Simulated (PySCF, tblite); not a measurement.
**C₅H₉B: dynamics, then NMR shifts on frames, part 1 of 2**

How do NMR shifts of C₅H₉B (`B/C=C(/C)C=C`) change as the atoms move?

Programs: tblite 0.8.0 and PySCF 2.14.0, with density-fitted response routines of our own. Each step states its level of theory. These are calculated values for one molecule in the gas phase, unless marked as measured. Atoms count from 0, in the outputs and in this text.

### 1 Starting geometry

15 atoms, charge 0, multiplicity 1; geometry from: GFN2-xTB.

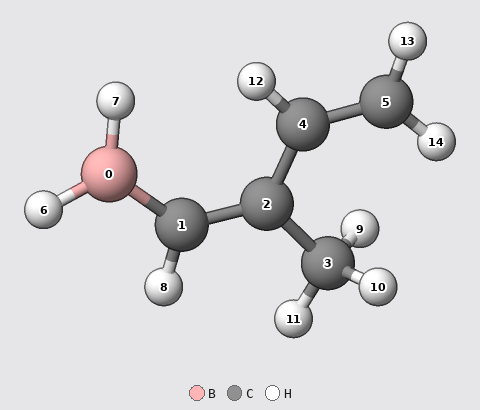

The starting geometry (boron pink, carbon grey, hydrogen white), atoms numbered; sticks join atoms by distance.

### 2 Thermal motion with GFN2-xTB

What the job is given:

```
{"job": {"kind": "md", "xc": "GFN2-xTB", "basis": "xTB", "temperature": 200, "steps": 2000, "every": 50, "frames": 5}, "charge": 0, "multiplicity": 1}
B     -0.083571    -2.322620     1.050846
C     -0.562643    -1.352706    -0.035548
C     -0.231816    -0.051296    -0.228371
C     -0.816675     0.728589    -1.368229
C      0.712078     0.637211     0.633193
C      1.159852     1.879015     0.462905
H     -0.300895    -3.465914     0.914287
H      0.469937    -1.972664     2.020794
H     -1.256138    -1.754764    -0.770337
H     -1.309482     1.626725    -0.998664
H     -0.031159     1.036999    -2.057582
H     -1.542154     0.132276    -1.915762
H      1.067129     0.065419     1.477213
H      1.857362     2.318255     1.156221
H      0.863759     2.503464    -0.362880
```

Level: GFN2-xTB Langevin dynamics, gas phase.

On the command line:

```sh
$ OMP_NUM_THREADS=1 python probes_run.py task.json out
```

This one command runs all jobs of the session in turn.

Output:

```text
t/fs     T/K      E/eV
    0.0   159.5   -447.86918
   25.0    99.9   -447.57908
   50.0   179.6   -447.60317
   75.0   169.8   -447.53383
  100.0   126.7   -447.57850
  125.0   131.4   -447.52242
  150.0   206.2   -447.68468
  175.0   164.4   -447.49319
  200.0   200.1   -447.55264
  225.0   197.2   -447.65378
  250.0   122.3   -447.47658
  275.0   138.1   -447.54245
  300.0   178.8   -447.57102
  325.0   206.6   -447.60084
  350.0   234.4   -447.62487
  375.0   194.6   -447.56064
  400.0   189.2   -447.55359
  425.0   171.2   -447.50426
  450.0   154.1   -447.40512
  475.0   243.1   -447.60190
  500.0   201.3   -447.56159
  525.0   167.3   -447.45105
  550.0   154.1   -447.48996
  575.0   210.9   -447.63356
  600.0   207.1   -447.65084
  625.0   198.3   -447.55234
  650.0   241.6   -447.62651
  675.0   163.2   -447.49996
  700.0   289.9   -447.50441
  725.0   241.0   -447.53705
  750.0   217.2   -447.53793
  775.0   234.0   -447.55782
  800.0   187.9   -447.53946
  825.0   199.2   -447.55458
  850.0   167.7   -447.49297
  875.0   194.6   -447.53133
  900.0   173.1   -447.40329
  925.0   173.2   -447.32734
  950.0   204.2   -447.50429
  975.0   173.6   -447.43203
 1000.0   275.7   -447.51851
```

Wall time 7.1 s (1 thread of Arm Neoverse V2, shared host); peak memory 0.19 GiB.

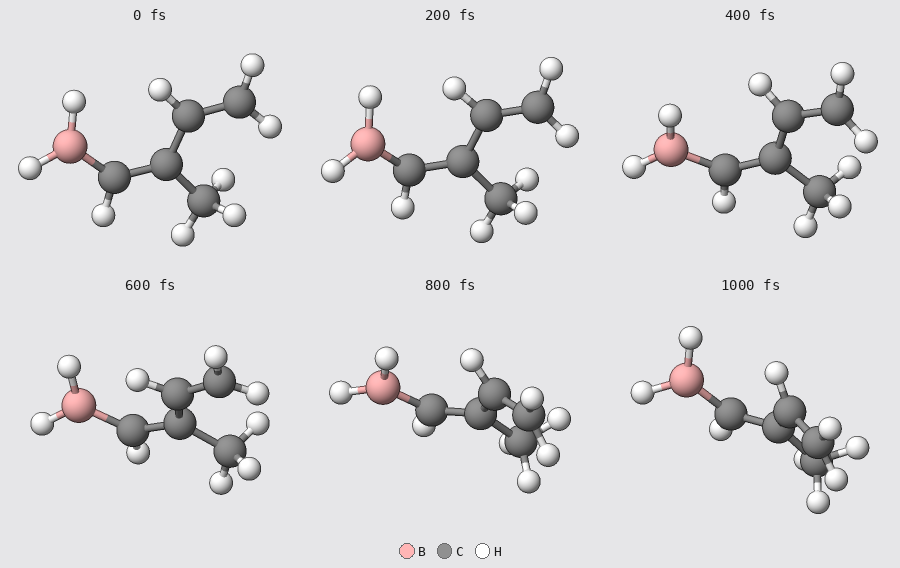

Frames of the run.

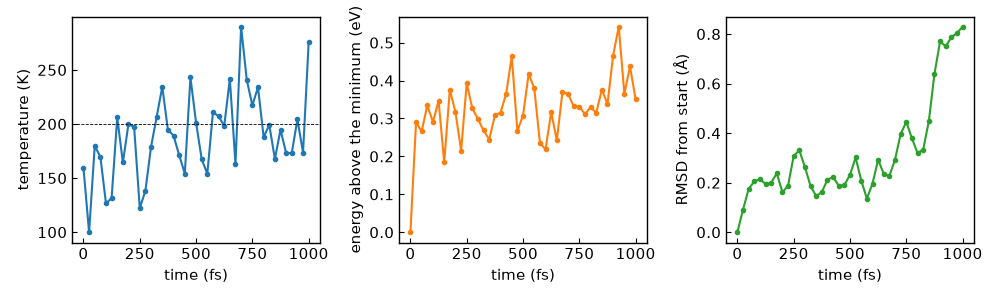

Temperature, potential energy and distance from the start.

Positions (Å) and forces (eV/Å) at 1000 fs:

```xyz
15

B    -0.614   -1.294    2.032    0.037    0.171    0.530
C    -1.071   -0.363    0.875    0.922   -0.136    0.643
C    -0.284    0.386    0.068    0.202   -0.649    0.019
C    -0.917    1.226   -1.018    0.692   -0.013   -0.068
C     1.194    0.246    0.187   -0.258    0.788   -1.552
C     2.033    0.303   -0.867   -1.810    0.466    1.102
H    -1.219   -2.287    2.185   -0.017   -0.081   -0.077
H     0.182   -1.064    2.920   -0.406    0.096   -0.904
H    -2.135   -0.360    0.705   -0.206    0.130   -0.149
H    -1.973    1.379   -0.777    0.316    0.074   -0.240
H    -0.378    2.171   -1.122   -0.224    0.138    0.343
H    -0.805    0.791   -2.018   -0.240   -0.328    0.290
H     1.601    0.161    1.186   -0.174   -0.229   -0.068
H     3.056    0.350   -0.743    1.879   -0.298    0.518
H     1.775    0.476   -1.885   -0.711   -0.129   -0.387
```

### 3 NMR shieldings: 250 fs, PBE0/pcSseg-1

What the job is given:

```
{"job": {"kind": "nmr", "xc": "PBE0", "basis": "pcSseg-1", "pop": false}, "charge": 0, "multiplicity": 1}
B     -0.448900    -2.367400     0.910300
C     -0.823200    -1.321600    -0.201200
C     -0.463100    -0.007800    -0.269300
C     -1.018700     0.729400    -1.479500
C      0.534500     0.609700     0.587500
C      1.196700     1.728400     0.182100
H     -1.103700    -3.333700     0.994300
H      0.493500    -2.265200     1.632600
H     -1.536100    -1.575400    -0.988800
H     -1.135800     1.750800    -1.248100
H     -0.504100     0.557900    -2.425600
H     -2.083200     0.436500    -1.698900
H      0.677700     0.263600     1.568700
H      1.947400     2.207900     0.788000
H      1.160900     2.113000    -0.816000
```

With the program's defaults for keys left out, this is: GIAO PBE0/pcSseg-1 NMR shielding, non-relativistic, gas phase.

Output:

```text
coarse grid: 12096 points
cycle   1  E = -220.3363708182  dE =  4.453e-01  |g| = 3.645e-01  |ddm| = 3.354e+00
cycle   2  E = -220.3304263165  dE =  5.945e-03  |g| = 4.071e-01  |ddm| = 7.122e-01
cycle   3  E = -220.3731212873  dE = -4.269e-02  |g| = 1.021e-01  |ddm| = 4.202e-01
cycle   4  E = -220.3757549203  dE = -2.634e-03  |g| = 2.957e-02  |ddm| = 1.137e-01
cycle   5  E = -220.3759920089  dE = -2.371e-04  |g| = 6.790e-03  |ddm| = 3.615e-02
cycle   6  E = -220.3760053166  dE = -1.331e-05  |g| = 2.282e-03  |ddm| = 8.650e-03
cycle   7  E = -220.3760064702  dE = -1.154e-06  |g| = 8.296e-04  |ddm| = 2.445e-03
final grid: 115600 points
cycle   8  E = -220.4117259167  dE = -3.917e-05  |g| = 7.645e-03  |ddm| = 3.331e-02
cycle   9  E = -220.4117204400  dE =  5.477e-06  |g| = 8.845e-03  |ddm| = 1.657e-02
cycle  10  E = -220.4117415112  dE = -2.107e-05  |g| = 1.876e-03  |ddm| = 9.808e-03
cycle  11  E = -220.4117424336  dE = -9.224e-07  |g| = 2.463e-04  |ddm| = 1.666e-03
cycle  12  E = -220.4117424471  dE = -1.351e-08  |g| = 8.214e-05  |ddm| = 2.479e-04
cycle  13  E = -220.4117424488  dE = -1.735e-09  |g| = 2.187e-05  |ddm| = 9.057e-05
cycle  14  E = -220.4117424489  dE = -1.158e-10  |g| = 5.382e-06  |ddm| = 2.863e-05
converged SCF energy = -220.4117424489

GIAO shielding tensors (ppm)
atom      isotropic    diamagn.    paramagn.     s11        s22        s33       span
  0 B       31.777     192.087    -160.310    -22.185    -16.536    134.053    156.238
  1 C       31.820     253.646    -221.826    -88.117     34.333    149.245    237.362
  2 C       13.811     257.846    -244.035   -103.787     -2.336    147.557    251.344
  3 C      158.471     247.395     -88.924    130.352    155.646    189.416     59.064
  4 C       37.847     253.233    -215.387    -84.527     38.592    159.475    244.002
  5 C       50.685     255.054    -204.368    -61.160     44.147    169.069    230.229
  6 H       24.782      29.362      -4.581     19.525     27.146     27.673      8.147
  7 H       24.189      30.192      -6.003     17.865     26.599     28.103     10.238
  8 H       24.087      32.488      -8.401     18.935     22.899     30.426     11.491
  9 H       30.455      31.389      -0.934     26.197     30.353     34.816      8.619
 10 H       28.822      29.593      -0.771     25.848     26.930     33.687      7.839
 11 H       28.841      29.138      -0.297     25.014     27.832     33.678      8.663
 12 H       24.096      33.508      -9.412     21.275     23.226     27.788      6.513
 13 H       25.732      29.655      -3.924     23.387     25.654     28.154      4.767
 14 H       25.776      32.500      -6.724     22.258     25.057     30.013      7.755
```

Wall time 11 s (1 thread of Arm Neoverse V2, shared host); peak memory 0.72 GiB.

Shifts follow as δ = σ(reference) − σ, with reference shieldings (ppm) from runs at the same level and on the same kind of geometry: 1H TMS 31.72, 13C TMS 186.9, 11B BF3·OEt2 100.1. The references are single molecules in the gas phase. Each atom is listed at this fixed geometry, with no averaging over motion; a spectrum would average atoms that exchange fast.

```csv
atoms,environment,σ (ppm),δ (ppm)
C2,fully substituted alkene carbon,13.8,173.1
C1,alkene CH,31.8,155.1
C4,alkene CH,37.8,149.1
C5,terminal =CH2 carbon,50.7,136.2
C3,allylic methyl carbon,158.5,28.5
H8,hydrogen on an alkene CH,24.09,7.63
H12,hydrogen on an alkene CH,24.10,7.62
H7,hydrogen on a boron bonded to C,24.19,7.53
H6,hydrogen on a boron bonded to C,24.78,6.94
H13,hydrogen on a terminal =CH2 carbon,25.73,5.99
H14,hydrogen on a terminal =CH2 carbon,25.78,5.94
H10,hydrogen on an allylic methyl carbon,28.82,2.90
H11,hydrogen on an allylic methyl carbon,28.84,2.88
H9,hydrogen on an allylic methyl carbon,30.46,1.26
B0,"boron bonded to C, 2 H",31.8,68.3
```

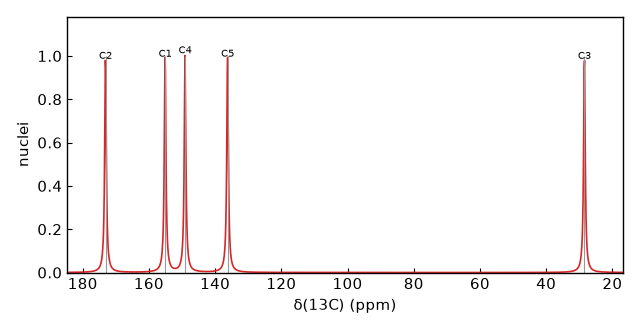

13C lines at the computed shifts, without couplings. Lines are broadened to a width of 0.58 ppm (Lorentzian).

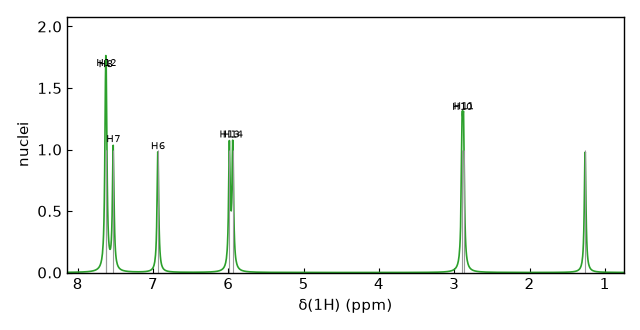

1H lines at the computed shifts, without couplings. Lines are broadened to a width of 0.03 ppm (Lorentzian).

### 4 NMR shieldings: 425 fs, PBE0/pcSseg-1

What the job is given:

```
{"job": {"kind": "nmr", "xc": "PBE0", "basis": "pcSseg-1", "pop": false}, "charge": 0, "multiplicity": 1}
B     -0.992200    -2.255400     1.148700
C     -1.135900    -1.114600     0.022600
C     -0.356900    -0.037800    -0.220600
C     -0.558200     0.930600    -1.317100
C      0.819200     0.273200     0.607100
C      1.844100     1.021000     0.271400
H     -1.864800    -3.008700     1.334800
H      0.049200    -2.312500     1.669000
H     -1.952100    -1.235200    -0.682900
H     -0.561500     1.920100    -0.854600
H      0.356000     0.927800    -1.884700
H     -1.414600     0.667200    -1.987600
H      0.893900    -0.347100     1.494700
H      2.746300     0.984400     0.844300
H      1.769400     1.618700    -0.616400
```

With the program's defaults for keys left out, this is: GIAO PBE0/pcSseg-1 NMR shielding, non-relativistic, gas phase.

Output:

```text
coarse grid: 12096 points
cycle   1  E = -220.3375291073  dE =  5.330e-01  |g| = 3.735e-01  |ddm| = 3.400e+00
cycle   2  E = -220.3398680917  dE = -2.339e-03  |g| = 3.762e-01  |ddm| = 7.294e-01
cycle   3  E = -220.3769356347  dE = -3.707e-02  |g| = 6.682e-02  |ddm| = 3.839e-01
cycle   4  E = -220.3778355695  dE = -8.999e-04  |g| = 3.226e-02  |ddm| = 8.106e-02
cycle   5  E = -220.3781160938  dE = -2.805e-04  |g| = 5.806e-03  |ddm| = 3.797e-02
cycle   6  E = -220.3781278872  dE = -1.179e-05  |g| = 1.463e-03  |ddm| = 8.267e-03
cycle   7  E = -220.3781283730  dE = -4.858e-07  |g| = 5.355e-04  |ddm| = 1.667e-03
final grid: 115600 points
cycle   8  E = -220.4138826857  dE = -3.830e-05  |g| = 7.005e-03  |ddm| = 3.366e-02
cycle   9  E = -220.4138826420  dE =  4.373e-08  |g| = 7.077e-03  |ddm| = 1.327e-02
cycle  10  E = -220.4138960166  dE = -1.337e-05  |g| = 1.029e-03  |ddm| = 7.041e-03
cycle  11  E = -220.4138963131  dE = -2.964e-07  |g| = 2.913e-04  |ddm| = 1.267e-03
cycle  12  E = -220.4138963332  dE = -2.010e-08  |g| = 7.456e-05  |ddm| = 2.484e-04
cycle  13  E = -220.4138963346  dE = -1.425e-09  |g| = 1.922e-05  |ddm| = 8.073e-05
cycle  14  E = -220.4138963347  dE = -8.549e-11  |g| = 5.459e-06  |ddm| = 2.546e-05
converged SCF energy = -220.4138963347

GIAO shielding tensors (ppm)
atom      isotropic    diamagn.    paramagn.     s11        s22        s33       span
  0 B       29.619     194.414    -164.795    -29.316    -16.849    135.021    164.337
  1 C       41.214     252.740    -211.527    -69.105     36.279    156.468    225.573
  2 C       18.620     261.751    -243.131    -90.214    -12.647    158.722    248.936
  3 C      161.306     249.307     -88.001    146.569    154.753    182.596     36.027
  4 C       39.788     256.674    -216.886    -74.404     36.780    156.989    231.393
  5 C       64.297     257.517    -193.220    -47.132     69.718    170.305    217.437
  6 H       24.326      29.803      -5.478     18.306     26.933     27.739      9.433
  7 H       24.015      31.491      -7.476     16.803     26.379     28.862     12.059
  8 H       24.704      32.251      -7.546     20.815     23.868     29.430      8.615
  9 H       28.998      30.057      -1.059     25.384     28.278     33.333      7.949
 10 H       29.099      31.499      -2.401     24.621     29.463     33.211      8.590
 11 H       28.887      29.366      -0.479     25.245     27.573     33.843      8.598
 12 H       23.885      34.321     -10.436     21.171     22.811     27.673      6.502
 13 H       25.881      30.168      -4.287     24.006     24.978     28.659      4.653
 14 H       25.880      33.090      -7.211     23.103     24.557     29.980      6.877
```

Run time: 11 s. Hardware: 1 thread of Arm Neoverse V2, shared host; peak memory 0.73 GiB.

In short: δ C2 168.3, C4 147.1, C1 145.7, C5 122.6, H12 7.83, H7 7.70 ppm.

(Continued in part 2 of 2.)
